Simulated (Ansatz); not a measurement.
## Molecular dynamics, with input and output: Si2H6O2 (part 2 of 2)

Si2H6O2; RKS PBE0-D4/def2-SVP (Ansatz 0.2.0). 

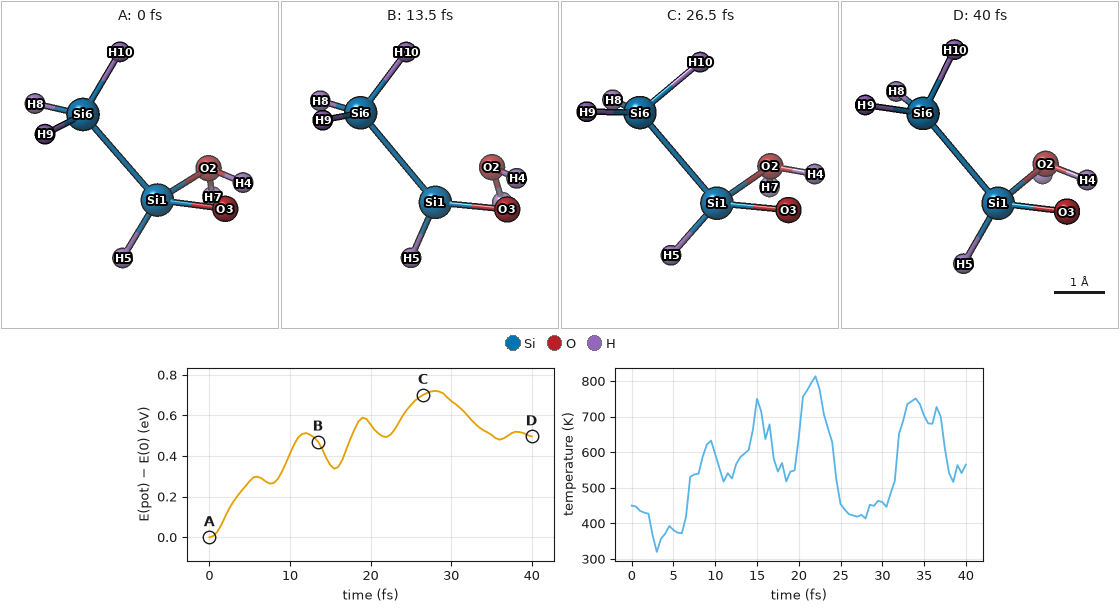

**Figure 1.** Frames of the molecular dynamics (ball-and-stick, seen at a tilt) above the curves, on which the letters mark them. The trajectory kept here has 81 frames over 40 fs. The temperature starts at 450 K, ranges from 320 to 814 K and averages 597 K over the second half. The potential energy ends 0.497 eV above its first value. After an unweighted best fit of the last frame on the first, the root-mean-square displacement is 0.32 Å, and H9 has moved furthest (0.56 Å).

```
Total energy: -19927.25838852 eV, -732.3132385972 hartree
Atom 0 at    -0.774752    -0.019044    -0.577534 Å, force    -0.541610     2.502273     1.654535 eV/Å
Atom 1 at     0.865993     0.852089    -1.298028 Å, force     0.066171    -0.417266    -0.067975 eV/Å
Atom 2 at    -0.722399    -0.869554    -1.833349 Å, force    -0.297079    -1.699578    -1.755123 eV/Å
Atom 3 at     0.655110     0.306647    -2.131637 Å, force     0.154267     0.588912     0.681243 eV/Å
Atom 4 at    -1.692293     1.298325    -0.523501 Å, force     0.718409    -1.173793     0.178042 eV/Å
Atom 5 at     0.097433    -0.600286     1.567415 Å, force     1.158792    -0.365445     0.623962 eV/Å
Atom 6 at     1.073735     1.786870    -1.428508 Å, force    -0.088386    -0.000297    -0.258368 eV/Å
Atom 7 at     0.863697     0.591325     2.084373 Å, force    -0.251389     0.147585    -0.177871 eV/Å
Atom 8 at    -0.527105    -1.180823     2.791665 Å, force    -0.913856     0.289152    -0.152716 eV/Å
Atom 9 at     1.180475    -1.652287     1.563574 Å, force    -0.005318     0.128455    -0.725728 eV/Å
Dipole moment:     0.302996     0.784277     0.018945 e Å
```

## Trajectory as extended XYZ (Å, eV, eV/Å), 10 of the 81 frames kept, from step=0 to step=80
```
10
Properties=species:S:1:pos:R:3:forces:R:3 step=0 time_fs=0.0 energy=-19927.75518 temperature=450.0
Si   -0.6533    0.0053   -0.5002   -0.2784   0.1411   0.8076
O     0.7170    1.0251   -1.3143    0.2528   0.0278   0.0155
O    -0.5888   -0.8920   -1.7785    0.1037  -0.3891  -0.6808
H     0.4520    0.2593   -2.0103   -0.0038  -0.0401  -0.1049
H    -1.7221    1.0392   -0.3298   -0.0646   0.0956   0.0327
Si    0.1999   -0.7176    1.5607   -0.0530   0.0765  -0.0934
H     0.4794    1.8984   -1.6501   -0.0221   0.1459  -0.1078
H     0.4242    0.4482    2.4599    0.0301   0.1121   0.0961
H    -0.7892   -1.6239    2.2031   -0.0926  -0.0957   0.0675
H     1.4808   -1.4417    1.3596    0.1279  -0.0741  -0.0327
10
Properties=species:S:1:pos:R:3:forces:R:3 step=9 time_fs=4.5 energy=-19927.50283 temperature=392.6
Si   -0.6675   -0.0040   -0.4858   -0.6778   1.3770  -0.3198
O     0.7434    1.0316   -1.3368   -0.9419   0.4171  -1.6049
O    -0.5803   -0.8912   -1.7842    0.1703  -0.2589  -0.3995
H     0.4050    0.2145   -2.0353    0.3037  -0.2079   0.8006
H    -1.7774    1.1028   -0.4606    0.6645  -0.7353   0.3150
Si    0.1994   -0.7008    1.5621    0.2309   1.4430   0.7903
H     0.4076    1.8078   -1.8650    0.4685  -0.6114   1.1105
H     0.4455    0.4688    2.5539   -0.0523  -0.5046  -0.7420
H    -0.6785   -1.5751    2.2958   -0.9499  -0.6686   0.3526
H     1.4158   -1.4766    1.3975    0.7840  -0.2504  -0.3027
10
Properties=species:S:1:pos:R:3:forces:R:3 step=18 time_fs=9.0 energy=-19927.43328 temperature=621.8
Si   -0.6908   -0.0107   -0.4695   -0.0126   0.5818  -1.2793
O     0.7821    1.0196   -1.3672   -0.3828  -0.3046   0.0976
O    -0.5702   -0.8780   -1.8042   -0.0445  -0.1077   0.6626
H     0.4152    0.1594   -1.9187    0.5023  -0.5832  -0.4373
H    -1.6854    1.1202   -0.5616   -0.0571  -0.2220   0.5883
Si    0.1846   -0.6844    1.5880    0.7134  -1.5184   0.8652
H     0.4089    1.6991   -1.9446    0.0259   0.5285   0.3070
H     0.4577    0.4835    2.4852   -0.0222   0.0046  -0.1118
H    -0.6930   -1.6962    2.3775    0.2222   0.7523  -0.5977
H     1.5033   -1.5274    1.3954   -0.9445   0.8688  -0.0946
10
Properties=species:S:1:pos:R:3:forces:R:3 step=27 time_fs=13.5 energy=-19927.28416 temperature=596.3
Si   -0.7199   -0.0191   -0.4943    1.5807  -0.8224   0.1683
O     0.8171    0.9933   -1.3982   -0.3486   1.3918   0.4936
O    -0.5696   -0.8515   -1.8230   -0.1384  -0.8948   0.1048
H     0.4735    0.1015   -1.8603    0.2114  -0.1084  -1.4179
H    -1.6246    1.0464   -0.5324   -1.5769   1.5547   0.3739
Si    0.1796   -0.6943    1.6239    0.4343  -1.1551  -0.4901
H     0.5062    1.7895   -1.9170    0.3984  -1.3437   0.7389
H     0.5445    0.5613    2.3591   -0.1442  -0.2295   0.1763
H    -0.6701   -1.7492    2.3787    0.2585   0.9320  -0.3049
H     1.4583   -1.5085    1.2761   -0.6752   0.6754   0.1571
10
Properties=species:S:1:pos:R:3:forces:R:3 step=36 time_fs=18.0 energy=-19927.22500 temperature=569.9
Si   -0.7279   -0.0280   -0.5253   -0.0218   2.1660   2.1779
O     0.8484    0.9700   -1.4079   -0.2159  -1.1202   0.5824
O    -0.5771   -0.8549   -1.8101    0.0581  -1.6660  -1.7814
H     0.5535    0.0822   -2.0033   -0.1438   1.0750   0.2318
H    -1.7486    1.1435   -0.4038    0.4578  -0.6471  -0.1355
Si    0.1809   -0.7095    1.6424   -0.5699   2.4001  -1.6416
H     0.6545    1.8202   -1.8175   -0.1226  -0.0144  -0.2856
H     0.6589    0.6167    2.2044   -0.3036  -0.5067   0.3075
H    -0.6231   -1.6202    2.3773   -0.9649  -0.6010   1.0419
H     1.2845   -1.4117    1.1470    1.8266  -1.0857  -0.4975
10
Properties=species:S:1:pos:R:3:forces:R:3 step=44 time_fs=22.0 energy=-19927.26141 temperature=813.6
Si   -0.7290   -0.0246   -0.5417   -0.5054   1.1272   2.0753
O     0.8562    0.9341   -1.4010    0.1454  -0.1178   0.6968
O    -0.5948   -0.8735   -1.8166   -0.4876  -1.2830  -1.2252
H     0.6824    0.2272   -2.1193   -0.3153   0.5464   0.4443
H    -1.8214    1.0970   -0.2416    0.8539  -0.6232  -0.6901
Si    0.1650   -0.7021    1.6458   -0.1419   0.3373  -1.6270
H     0.7480    1.8418   -1.6995    0.0124   0.1697  -0.3890
H     0.6991    0.6172    2.1213   -0.1448  -0.2183   0.4739
H    -0.6704   -1.5644    2.5727    0.2960   0.4336  -0.2257
H     1.2991   -1.4078    0.9915    0.2873  -0.3718   0.4667
10
Properties=species:S:1:pos:R:3:forces:R:3 step=53 time_fs=26.5 energy=-19927.05419 temperature=422.4
Si   -0.7297   -0.0052   -0.5418    0.4059  -1.8809  -0.4602
O     0.8447    0.8945   -1.3742    0.5560   1.1396   0.6315
O    -0.6203   -0.8983   -1.8483   -0.9814   0.1389   0.9851
H     0.8562    0.3776   -2.2123   -0.5772  -0.3833   0.3737
H    -1.7354    1.0296   -0.1600   -0.0867   0.5361  -0.6849
Si    0.1359   -0.6843    1.6387    0.7675  -1.0944  -1.9246
H     0.8121    1.8304   -1.6041    0.1424   0.3223  -0.0073
H     0.6793    0.5754    2.1173    0.2799   0.6870   0.6351
H    -0.6238   -1.4523    2.7267    0.3205   0.3132  -0.6518
H     1.3575   -1.4209    0.9450   -0.8268   0.2215   1.1034
10
Properties=species:S:1:pos:R:3:forces:R:3 step=62 time_fs=31.0 energy=-19927.11386 temperature=484.7
Si   -0.7423    0.0037   -0.5431    0.6167  -2.6077  -1.7996
O     0.8410    0.8683   -1.3616    0.6171   1.4529   1.1914
O    -0.6485   -0.9016   -1.8702   -1.0742   0.5958   1.8991
H     0.9517    0.4251   -2.2188   -0.6187  -0.5569  -0.0529
H    -1.7016    1.0727   -0.2141   -0.2419   0.6908  -0.4632
Si    0.1188   -0.6682    1.6145    0.9811   1.0886  -0.8509
H     0.8712    1.8231   -1.4916    0.2176   0.3047  -0.0586
H     0.7346    0.6125    2.1669   -0.2332  -0.1763  -0.0916
H    -0.5043   -1.3077    2.7809   -0.5365  -0.3331   0.0512
H     1.3038   -1.4093    1.1295    0.2718  -0.4586   0.1752
10
Properties=species:S:1:pos:R:3:forces:R:3 step=71 time_fs=35.5 energy=-19927.26629 temperature=681.2
Si   -0.7636   -0.0075   -0.5580   -0.1380   0.0587  -0.6150
O     0.8558    0.8518   -1.3412    0.3481   1.3008   2.2941
O    -0.6890   -0.8775   -1.8580   -0.7460  -0.4573   0.5012
H     0.8626    0.3202   -2.1414   -0.3875  -0.3657  -0.9690
H    -1.7117    1.2187   -0.3866    0.5728  -0.5949  -0.1517
Si    0.1091   -0.6373    1.5859    0.4362   1.1731  -0.0876
H     0.9616    1.8105   -1.4193    0.1867  -0.1378  -0.5017
H     0.8165    0.5862    2.1289   -0.2857   0.1226  -0.1555
H    -0.4786   -1.2303    2.7852   -0.9791  -0.1821   0.2490
H     1.2359   -1.4998    1.3910    0.9924  -0.9175  -0.5637
10
Properties=species:S:1:pos:R:3:forces:R:3 step=80 time_fs=40.0 energy=-19927.25836 temperature=565.1
Si   -0.7748   -0.0190   -0.5775   -0.5416   2.5023   1.6545
O     0.8660    0.8521   -1.2980    0.0662  -0.4173  -0.0680
O    -0.7224   -0.8696   -1.8333   -0.2971  -1.6996  -1.7551
H     0.6551    0.3066   -2.1316    0.1543   0.5889   0.6812
H    -1.6923    1.2983   -0.5235    0.7184  -1.1738   0.1780
Si    0.0974   -0.6003    1.5674    1.1588  -0.3654   0.6240
H     1.0737    1.7869   -1.4285   -0.0884  -0.0003  -0.2584
H     0.8637    0.5913    2.0844   -0.2514   0.1476  -0.1779
H    -0.5271   -1.1808    2.7917   -0.9139   0.2892  -0.1527
H     1.1805   -1.6523    1.5636   -0.0053   0.1285  -0.7257
```

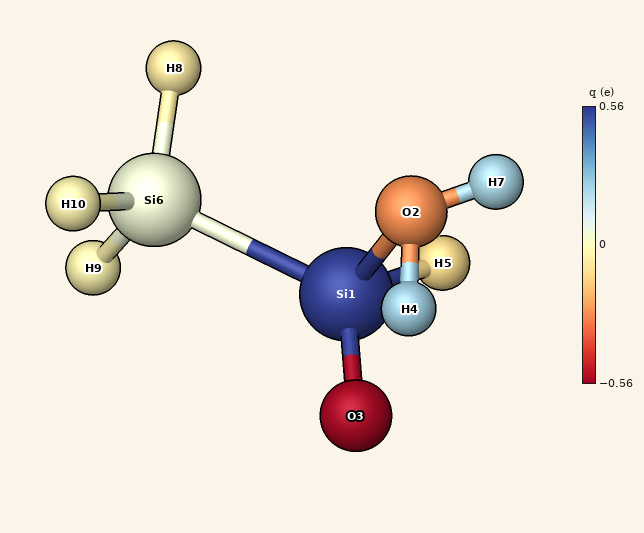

**Figure 2.** Mulliken charges, as the colour of each atom (ball-and-stick view, seen at a tilt; atoms are numbered from 1 in the order of the input). By element: Si +0.05 to +0.54, O −0.53 to −0.27 and H −0.11 to +0.24 e.

This output came from the following input.

## Input
```yaml
crystal:
  periodic: [false, false, false]
  atoms:
    - {symbol: Si, position_ang: [-0.653332, 0.005278, -0.500152]}
    - {symbol: O, position_ang: [0.717001, 1.025092, -1.314313]}
    - {symbol: O, position_ang: [-0.588761, -0.891979, -1.778544]}
    - {symbol: H, position_ang: [0.452011, 0.259336, -2.010288]}
    - {symbol: H, position_ang: [-1.722110, 1.039225, -0.329783]}
    - {symbol: Si, position_ang: [0.199927, -0.717628, 1.560721]}
    - {symbol: H, position_ang: [0.479377, 1.898397, -1.650083]}
    - {symbol: H, position_ang: [0.424177, 0.448160, 2.459922]}
    - {symbol: H, position_ang: [-0.789201, -1.623941, 2.203053]}
    - {symbol: H, position_ang: [1.480812, -1.441740, 1.359567]}
basis:
  gaussian: {orbitals: def2-SVP}
hamiltonian: {xc: pbe0, dispersion: d4}
md: {n_steps: 80, timestep: 0.5, temperature: 500, ensemble: nvt_langevin, seed: 294, friction: 0.05, initial_velocities: maxwell_boltzmann}
```

Launched with:
```bash
ansatz run in.yaml --threads 4 --pin off --events-out ev --progress --plain --max-ram 9574MiB
```

## Results in brief

| quantity | value |
| --- | --- |
| outcome | finished |
| mean temperature over the second half | 597 K |
| trajectory | 80 steps, 40 fs |
| ensemble | nvt_langevin |
| temperature in the input | 500 K |
| time step | 0.5 fs |
| potential energy (last step) | −19927.2584 eV |
| mean-field energy (last step) | −19927.0875 eV |
| dispersion energy (last step) | −0.1708 eV |
| SCF solution under orbital rotations (last step) | stable |
| largest force (length of the vector) (last step) | 3.048 eV/Å |
| dipole moment (last step) | 4.04 D |
| hardware | 4 threads of Intel Xeon, 15 GiB of memory available, shared host |
| wall time | 45 s (CPU time 2.6 min) |
| peak memory | 0.47 GiB |

## Notes

So short a trajectory is not equilibrated. The logged temperature at the start can lie below the typed one, since it is counted over all degrees of freedom.
